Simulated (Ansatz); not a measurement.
# NH₄ (doublet): B2PLYP, PBE-QIDH, RPA-PBE over a scan of the distance N1–H4 along a hydrogen transfer, cc-pVDZ

Aim: run NH₄ (doublet) with these functionals over a scan of the distance N1–H4 along a hydrogen transfer, and hold them against the top wave-function level at the same points.

The runs use Ansatz 0.2.0, Gaussian basis; cc-pVDZ, all electrons in the functionals, frozen cores in the correlation of double hybrids and RPA.

To be run: B2PLYP, PBE-QIDH, RPA-PBE, at 1.012 Å; 1.050 Å; 1.126 Å; 1.202 Å; 1.278 Å.

## (1) What is computed

The geometry derives from fragments relaxed apart (PBE0/def2-TZVP) and kept rigid, so it is no stationary point. A hydrogen atom is moved between rigid fragments.

5 atoms, charge 0, spin multiplicity 2.

Atoms are counted from 1 here; the program's logs count them from 0.

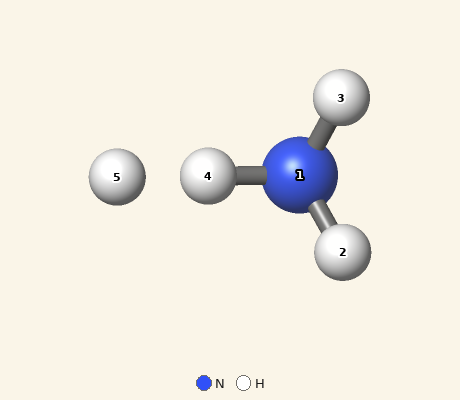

The geometry (nitrogen blue, hydrogen white); atoms are numbered from 1 in the order of the file.

No dispersion term is added.

The geometry shown and the zero of energy belong to the point 1.012 Å. The yardstick, RCCSDTQ, and other wave-function levels (R restricted, U unrestricted, valence and pair active spaces) come from earlier runs.

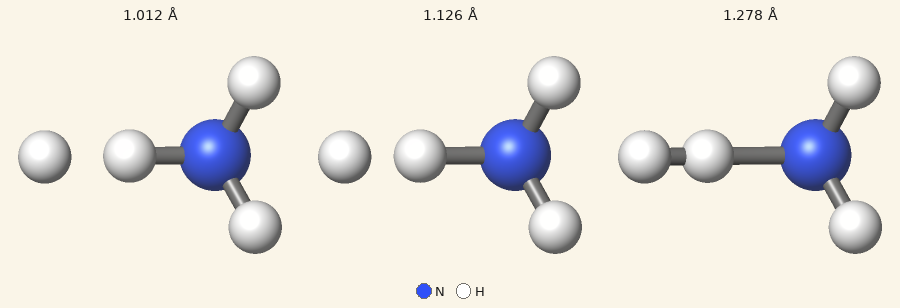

Three points of the scan; sticks are drawn by distance.

## (2) B2PLYP, 1.012 Å

in.yaml reads:

```yaml
crystal:
  periodic: [false, false, false]
  atoms:
    - {symbol: N, position_ang: [-0.136391, -0.031601, -0.049187]}
    - {symbol: H, position_ang: [-0.433671, 0.936233, -0.049186]}
    - {symbol: H, position_ang: [-0.433670, -0.433900, 0.831073]}
    - {symbol: H, position_ang: [0.876070, -0.031600, -0.049187]}
    - {symbol: H, position_ang: [1.886609, -0.031600, -0.049187]}
basis:
  gaussian: {orbitals: cc-pVDZ}
magnetization: {spin_polarized: true, initial_magnetization: 1}
hamiltonian: {xc: {name: B2PLYP}}
correlation: {electrons: outside_noble_gas}
```

The run is started by

```console
$ ansatz run in.yaml --threads 1 --pin off --events-out ev --progress --plain --max-ram 2816MiB --backend cpu
```

What it wrote:

```text
Functional definition: B2PLYP
  name "B2PLYP"
  cite "Grimme, J. Chem. Phys. 124, 034108 (2006) doi:10.1063/1.2148954"
  cite "Becke, Phys. Rev. A 38, 3098 (1988) doi:10.1103/PhysRevA.38.3098"
  cite "Lee, Yang & Parr, Phys. Rev. B 37, 785 (1988) doi:10.1103/PhysRevB.37.785"
  parameter a = 0.53
  parameter c = 0.27
  exchange = (1 - a)*b88_x + a*exact_x
  correlation = (1 - c)*lyp_c + c*(mp2_os + mp2_ss)
308 factors; integrals over basis functions are off by at most 1.2e-3 eV
mean field evaluation 1: about -1545.4725 eV, gradient 2.7e1 eV
mean field evaluation 2: about -1545.4718 eV, gradient 2.7e1 eV
mean field evaluation 4: about -1548.4173 eV, gradient 1.4e0 eV
mean field evaluation 8: about -1548.4390 eV, gradient 7.6e-2 eV
mean field evaluation 16: about -1548.4392 eV, gradient 1.3e-5 eV
mean field -1548.43919375 eV, -56.9040908007 hartree, gradient 3.6e-6 eV, S^2 0.756835; 0 other end points of the search recorded, 0 dependent functions left out
1 core orbitals not correlated: weight in the atoms' cores, before any rotation towards them, 1.000 or more for the frozen orbitals, at most 0.000 for the correlated occupied ones
reference -1548.43931384 eV, -56.9040952138 hartree; 5, 4 occupied and 28, 29 virtual orbitals, 308 factors
second order -6.39343486 eV of doubles, -0.00000000 eV of singles
Total energy: -1550.16554125 eV, -56.9675329010 hartree
```

Run time: 0.61 s. Hardware: 1 thread of AMD EPYC 7R13, shared host.

From the report: ⟨S²⟩ of the determinant 0.757 (pure doublet: 0.75).

## (3) B2PLYP, 1.050 Å

in.yaml reads:

```yaml
crystal:
  periodic: [false, false, false]
  atoms:
    - {symbol: N, position_ang: [-0.138489, -0.031601, -0.049186]}
    - {symbol: H, position_ang: [-0.435768, 0.936233, -0.049186]}
    - {symbol: H, position_ang: [-0.435768, -0.433900, 0.831073]}
    - {symbol: H, position_ang: [0.911511, -0.031600, -0.049187]}
    - {symbol: H, position_ang: [1.884511, -0.031600, -0.049187]}
basis:
  gaussian: {orbitals: cc-pVDZ}
magnetization: {spin_polarized: true, initial_magnetization: 1}
hamiltonian: {xc: {name: B2PLYP}}
correlation: {electrons: outside_noble_gas}
```

The command is unchanged.

What it wrote (excerpt; [...] marks lines left out):

```text
Functional definition: B2PLYP
  name "B2PLYP"
  cite "Grimme, J. Chem. Phys. 124, 034108 (2006) doi:10.1063/1.2148954"
  cite "Becke, Phys. Rev. A 38, 3098 (1988) doi:10.1103/PhysRevA.38.3098"
  cite "Lee, Yang & Parr, Phys. Rev. B 37, 785 (1988) doi:10.1103/PhysRevB.37.785"
[...]
308 factors; integrals over basis functions are off by at most 1.2e-3 eV
[...]
mean field -1548.44029350 eV, -56.9041312156 hartree, gradient 3.8e-6 eV, S^2 0.758716; 0 other end points of the search recorded, 0 dependent functions left out
1 core orbitals not correlated: weight in the atoms' cores, before any rotation towards them, 1.000 or more for the frozen orbitals, at most 0.000 for the correlated occupied ones
reference -1548.44041323 eV, -56.9041356156 hartree; 5, 4 occupied and 28, 29 virtual orbitals, 308 factors
second order -6.43555962 eV of doubles, -0.00000000 eV of singles
Total energy: -1550.17801433 eV, -56.9679912781 hartree
```

Run time: 1.2 s. Hardware: 1 thread of AMD EPYC 7R13, shared host.

From the report: ⟨S²⟩ of the determinant 0.759 (pure doublet: 0.75).

From 1.012 Å: -1.2 kJ/mol.

## (4) B2PLYP, 1.126 Å

in.yaml reads:

```yaml
crystal:
  periodic: [false, false, false]
  atoms:
    - {symbol: N, position_ang: [-0.142735, -0.031601, -0.049186]}
    - {symbol: H, position_ang: [-0.440015, 0.936233, -0.049186]}
    - {symbol: H, position_ang: [-0.440014, -0.433900, 0.831073]}
    - {symbol: H, position_ang: [0.983265, -0.031600, -0.049187]}
    - {symbol: H, position_ang: [1.880265, -0.031600, -0.049187]}
basis:
  gaussian: {orbitals: cc-pVDZ}
magnetization: {spin_polarized: true, initial_magnetization: 1}
hamiltonian: {xc: {name: B2PLYP}}
correlation: {electrons: outside_noble_gas}
```

Same command.

What it wrote (excerpt; [...] marks lines left out):

```text
Functional definition: B2PLYP
  name "B2PLYP"
  cite "Grimme, J. Chem. Phys. 124, 034108 (2006) doi:10.1063/1.2148954"
  cite "Becke, Phys. Rev. A 38, 3098 (1988) doi:10.1103/PhysRevA.38.3098"
  cite "Lee, Yang & Parr, Phys. Rev. B 37, 785 (1988) doi:10.1103/PhysRevB.37.785"
[...]
308 factors; integrals over basis functions are off by at most 1.2e-3 eV
[...]
mean field -1548.36934415 eV, -56.9015238750 hartree, gradient 4.8e-6 eV, S^2 0.762558; 0 other end points of the search recorded, 0 dependent functions left out
1 core orbitals not correlated: weight in the atoms' cores, before any rotation towards them, 1.000 or more for the frozen orbitals, at most 0.000 for the correlated occupied ones
reference -1548.36946276 eV, -56.9015282340 hartree; 5, 4 occupied and 28, 29 virtual orbitals, 308 factors
second order -6.46624914 eV of doubles, -0.00000000 eV of singles
Total energy: -1550.11535003 eV, -56.9656884078 hartree
```

Wall time 0.85 s (1 thread of AMD EPYC 7R13, shared host).

From the report: ⟨S²⟩ of the determinant 0.763 (pure doublet: 0.75).

From 1.012 Å: +4.8 kJ/mol.

## (5) B2PLYP, 1.202 Å

in.yaml reads:

```yaml
crystal:
  periodic: [false, false, false]
  atoms:
    - {symbol: N, position_ang: [-0.146982, -0.031601, -0.049186]}
    - {symbol: H, position_ang: [-0.444262, 0.936233, -0.049186]}
    - {symbol: H, position_ang: [-0.444261, -0.433900, 0.831073]}
    - {symbol: H, position_ang: [1.055018, -0.031600, -0.049187]}
    - {symbol: H, position_ang: [1.876018, -0.031600, -0.049187]}
basis:
  gaussian: {orbitals: cc-pVDZ}
magnetization: {spin_polarized: true, initial_magnetization: 1}
hamiltonian: {xc: {name: B2PLYP}}
correlation: {electrons: outside_noble_gas}
```

Launched as before.

What it wrote (excerpt; [...] marks lines left out):

```text
Functional definition: B2PLYP
  name "B2PLYP"
  cite "Grimme, J. Chem. Phys. 124, 034108 (2006) doi:10.1063/1.2148954"
  cite "Becke, Phys. Rev. A 38, 3098 (1988) doi:10.1103/PhysRevA.38.3098"
  cite "Lee, Yang & Parr, Phys. Rev. B 37, 785 (1988) doi:10.1103/PhysRevB.37.785"
[...]
308 factors; integrals over basis functions are off by at most 1.0e-3 eV
[...]
mean field -1548.27227941 eV, -56.8979568117 hartree, gradient 8.8e-6 eV, S^2 0.763995; 0 other end points of the search recorded, 0 dependent functions left out
1 core orbitals not correlated: weight in the atoms' cores, before any rotation towards them, 1.000 or more for the frozen orbitals, at most 0.000 for the correlated occupied ones
reference -1548.27239612 eV, -56.8979611007 hartree; 5, 4 occupied and 28, 29 virtual orbitals, 308 factors
second order -6.39950291 eV of doubles, -0.00000000 eV of singles
Total energy: -1550.00026191 eV, -56.9614589972 hartree
```

Wall time 0.48 s (1 thread of AMD EPYC 7R13, shared host).

From the report: ⟨S²⟩ of the determinant 0.764 (pure doublet: 0.75).

From 1.012 Å: +15.9 kJ/mol.

## (6) B2PLYP, 1.278 Å

in.yaml reads:

```yaml
crystal:
  periodic: [false, false, false]
  atoms:
    - {symbol: N, position_ang: [-0.151229, -0.031601, -0.049186]}
    - {symbol: H, position_ang: [-0.448508, 0.936233, -0.049186]}
    - {symbol: H, position_ang: [-0.448508, -0.433900, 0.831073]}
    - {symbol: H, position_ang: [1.126771, -0.031600, -0.049187]}
    - {symbol: H, position_ang: [1.871771, -0.031600, -0.049187]}
basis:
  gaussian: {orbitals: cc-pVDZ}
magnetization: {spin_polarized: true, initial_magnetization: 1}
hamiltonian: {xc: {name: B2PLYP}}
correlation: {electrons: outside_noble_gas}
```

Same command.

What it wrote (excerpt; [...] marks lines left out):

```text
Functional definition: B2PLYP
  name "B2PLYP"
  cite "Grimme, J. Chem. Phys. 124, 034108 (2006) doi:10.1063/1.2148954"
  cite "Becke, Phys. Rev. A 38, 3098 (1988) doi:10.1103/PhysRevA.38.3098"
  cite "Lee, Yang & Parr, Phys. Rev. B 37, 785 (1988) doi:10.1103/PhysRevB.37.785"
[...]
308 factors; integrals over basis functions are off by at most 1.1e-3 eV
[...]
mean field -1548.15528478 eV, -56.8936573383 hartree, gradient 2.2e-6 eV, S^2 0.761958; 0 other end points of the search recorded, 0 dependent functions left out
1 core orbitals not correlated: weight in the atoms' cores, before any rotation towards them, 1.000 or more for the frozen orbitals, at most 0.000 for the correlated occupied ones
reference -1548.15539866 eV, -56.8936615232 hartree; 5, 4 occupied and 28, 29 virtual orbitals, 308 factors
second order -6.25390222 eV of doubles, -0.00000000 eV of singles
Total energy: -1549.84395226 eV, -56.9557147235 hartree
```

It took 0.49 s on 1 thread of AMD EPYC 7R13, shared host.

From the report: ⟨S²⟩ of the determinant 0.762 (pure doublet: 0.75).

From 1.012 Å: +31.0 kJ/mol.

## (7) PBE-QIDH, 1.012 Å

in.yaml reads:

```yaml
crystal:
  periodic: [false, false, false]
  atoms:
    - {symbol: N, position_ang: [-0.136391, -0.031601, -0.049187]}
    - {symbol: H, position_ang: [-0.433671, 0.936233, -0.049186]}
    - {symbol: H, position_ang: [-0.433670, -0.433900, 0.831073]}
    - {symbol: H, position_ang: [0.876070, -0.031600, -0.049187]}
    - {symbol: H, position_ang: [1.886609, -0.031600, -0.049187]}
basis:
  gaussian: {orbitals: cc-pVDZ}
magnetization: {spin_polarized: true, initial_magnetization: 1}
hamiltonian: {xc: {name: PBE-QIDH}}
correlation: {electrons: outside_noble_gas}
```

Launched as before.

What it wrote (excerpt; [...] marks lines left out):

```text
Functional definition: PBE-QIDH
  name "PBE-QIDH"
  cite "Brémond, Sancho-García, Pérez-Jiménez & Adamo, J. Chem. Phys. 141, 031101 (2014) doi:10.1063/1.4890314"
  cite "Perdew, Burke & Ernzerhof, Phys. Rev. Lett. 77, 3865 (1996) doi:10.1103/PhysRevLett.77.3865"
[...]
308 factors; integrals over basis functions are off by at most 1.2e-3 eV
[...]
mean field -1547.51145642 eV, -56.8699970825 hartree, gradient 7.4e-6 eV, S^2 0.757759; 0 other end points of the search recorded, 0 dependent functions left out
1 core orbitals not correlated: weight in the atoms' cores, before any rotation towards them, 1.000 or more for the frozen orbitals, at most 0.000 for the correlated occupied ones
reference -1547.51146501 eV, -56.8699973983 hartree; 5, 4 occupied and 28, 29 virtual orbitals, 308 factors
second order -5.92586242 eV of doubles, -0.00000000 eV of singles
Total energy: -1549.48675249 eV, -56.9425878740 hartree
```

Wall time 0.64 s (1 thread of AMD EPYC 7R13, shared host).

From the report: ⟨S²⟩ of the determinant 0.758 (pure doublet: 0.75).

## (8) PBE-QIDH, 1.050 Å

in.yaml reads:

```yaml
crystal:
  periodic: [false, false, false]
  atoms:
    - {symbol: N, position_ang: [-0.138489, -0.031601, -0.049186]}
    - {symbol: H, position_ang: [-0.435768, 0.936233, -0.049186]}
    - {symbol: H, position_ang: [-0.435768, -0.433900, 0.831073]}
    - {symbol: H, position_ang: [0.911511, -0.031600, -0.049187]}
    - {symbol: H, position_ang: [1.884511, -0.031600, -0.049187]}
basis:
  gaussian: {orbitals: cc-pVDZ}
magnetization: {spin_polarized: true, initial_magnetization: 1}
hamiltonian: {xc: {name: PBE-QIDH}}
correlation: {electrons: outside_noble_gas}
```

Same command.

What it wrote (excerpt; [...] marks lines left out):

```text
Functional definition: PBE-QIDH
  name "PBE-QIDH"
  cite "Brémond, Sancho-García, Pérez-Jiménez & Adamo, J. Chem. Phys. 141, 031101 (2014) doi:10.1063/1.4890314"
  cite "Perdew, Burke & Ernzerhof, Phys. Rev. Lett. 77, 3865 (1996) doi:10.1103/PhysRevLett.77.3865"
[...]
308 factors; integrals over basis functions are off by at most 1.2e-3 eV
[...]
mean field -1547.49459207 eV, -56.8693773290 hartree, gradient 6.6e-6 eV, S^2 0.760334; 0 other end points of the search recorded, 0 dependent functions left out
1 core orbitals not correlated: weight in the atoms' cores, before any rotation towards them, 1.000 or more for the frozen orbitals, at most 0.000 for the correlated occupied ones
reference -1547.49460058 eV, -56.8693776417 hartree; 5, 4 occupied and 28, 29 virtual orbitals, 308 factors
second order -5.96052629 eV of doubles, -0.00000000 eV of singles
Total energy: -1549.48144268 eV, -56.9423927421 hartree
```

It took 1.1 s on 1 thread of AMD EPYC 7R13, shared host.

From the report: ⟨S²⟩ of the determinant 0.760 (pure doublet: 0.75).

From 1.012 Å: +0.5 kJ/mol.

[end of part 1 of 2]
